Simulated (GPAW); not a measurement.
Consider K3ClO (Pm).

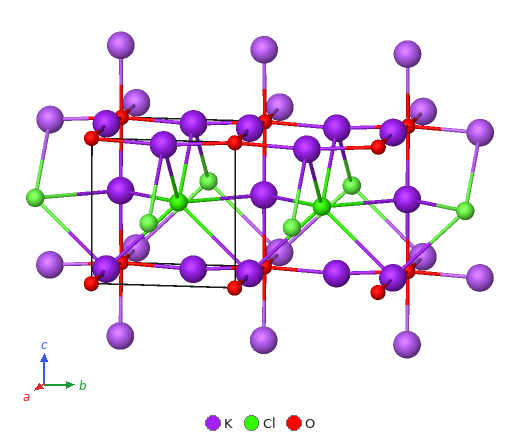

The structure (potassium purple, chlorine green, oxygen red). 1×2×1 cells are drawn. Some periodic images of atoms are drawn too.

```cif
data_structure
_symmetry_space_group_name_H-M 'P 1'
_symmetry_Int_Tables_number 1
_cell_length_a 5.1439
_cell_length_b 5.1368
_cell_length_c 5.1467
_cell_angle_alpha 90.000
_cell_angle_beta 90.456
_cell_angle_gamma 90.000
_cell_volume 135.99
loop_
_atom_site_label
_atom_site_type_symbol
_atom_site_fract_x
_atom_site_fract_y
_atom_site_fract_z
_atom_site_occupancy
K1 K 0.51601 0.00000 0.02906 1
K2 K 0.00298 0.50000 0.96900 1
K3 K 0.04091 0.00000 0.50022 1
Cl4 Cl 0.49838 0.50000 0.50161 1
O5 O 0.01403 0.00000 0.00011 1
```

Absorber: atom 1, with 1 O at 2.57 Å and 1 O at 2.59 Å (linear, site symmetry m). Method: GPAW, LDA, full core hole (charged cell), 10-atom cell with 7.2 Å between holes, 3×3×3 k points, dipole transitions, Gaussian full width 0.9 eV up to 4 eV, rising linearly to 3.5 eV at 25 eV.

What does the K K edge look like?

Main maxima up to 30 eV above the zero (height): 3.8 eV (1.74), 8.8 eV (0.75), 13.9 eV (1.91) and 28.3 eV (1.15). A K edge sees empty p states on the absorber. The total-energy difference plus the lowest empty eigenvalue puts the zero at 3611.04 eV. One term is added: -19.73 eV, since the hole is spin-paired here and a spin-polarised one costs that much less in the free atom (computed apart). The photon energy is then 3591.31 eV. The tabulated edge of the element is 3608.4 eV. The functional and the charged cell's background leave an error in such absolute values: in the free atom LDA prices this hole 11.1 eV below PBE (computed apart), and PBE is itself good to a few eV.

The K K spectrum (energy from the lowest empty level; intensity scaled to a mean of 1 over the first 20 eV; polarised curves are means over the symmetry-equivalent atoms):

```csv
E (eV),isotropic,ε ∥ x,ε ∥ y,ε ∥ z
-2.0,0.00,0.00,0.00,0.00
-0.5,0.00,0.00,0.00,0.00
1.0,0.11,0.02,0.15,0.15
2.5,0.77,0.17,1.07,1.08
4.0,1.70,0.52,2.33,2.26
5.5,1.09,1.44,0.89,0.94
7.0,0.46,0.58,0.41,0.41
8.5,0.72,0.41,0.90,0.84
10.0,0.68,0.33,0.85,0.87
11.5,1.05,1.52,0.82,0.82
13.0,1.68,2.54,1.26,1.24
14.5,1.81,2.13,1.66,1.65
16.0,1.26,1.30,1.26,1.23
17.5,0.96,0.98,0.94,0.96
19.0,0.83,0.86,0.78,0.84
20.5,0.83,0.89,0.78,0.81
22.0,0.80,0.85,0.77,0.79
23.5,0.86,0.68,0.96,0.95
25.0,1.01,0.69,1.20,1.12
26.5,1.07,0.82,1.24,1.16
28.0,1.15,1.00,1.23,1.20
29.5,1.09,1.05,1.08,1.13
31.0,0.91,0.91,0.87,0.95
```

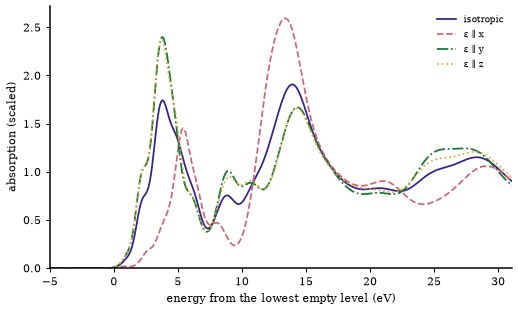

The K K edge.

The crystal has 3 inequivalent K sites and not all are shown here, while a measurement adds them all. The mesh is coarse (0.41 Å⁻¹ between points), so small maxima may be mesh ripples. The structure is a computed Materials Project entry and may be a hypothetical form.

[Banner, clock and machine lines of the logs are left out without a mark of their own.]

[Logs are printed without paths, hosts, clocks, repeated set-up lines and the standing remarks that a program may print on its own settings, such as how far it seeks lower states.]

[Hosts, paths, dates, database ids (printed as entryN), source tags and the programs' standing remarks are cut or masked in the printed files.]

[Lists of maxima count a maximum above −3 eV only where it reaches 4 % of the highest in the window and stands out from its surroundings by 2 % of it (1.5 % where it reaches 55 %); shoulders and weaker maxima are passed over, and of the rest the first, up to two pre-edge ones and the few strongest are named.]
